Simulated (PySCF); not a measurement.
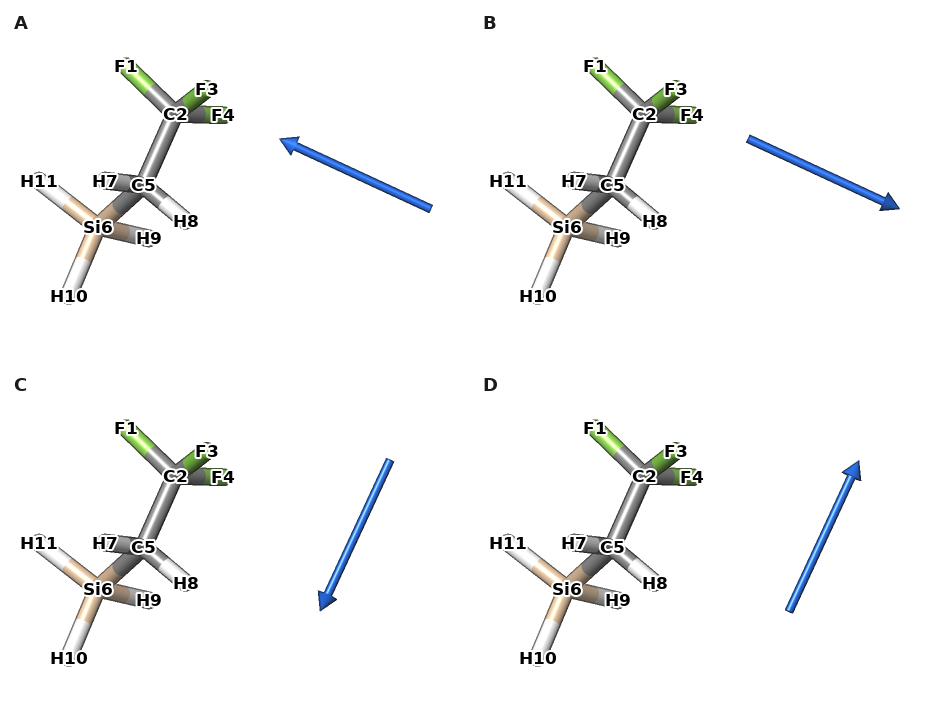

The same molecule four times, each with an arrow. The computed structure is the end point of a PBE0-D3(BJ)/def2-SVP optimisation. No frequency run is at hand to confirm it as a minimum. Level of theory: PBE0/STO-3G, gas phase (PySCF 2.14.0).

Which arrow points along the dipole moment, from the negative to the positive end?

Answer. C. The dipole moment is 1.31 D; it points from the side of F1, F3, F4 to the side of H10 (the outermost atoms at the two ends).
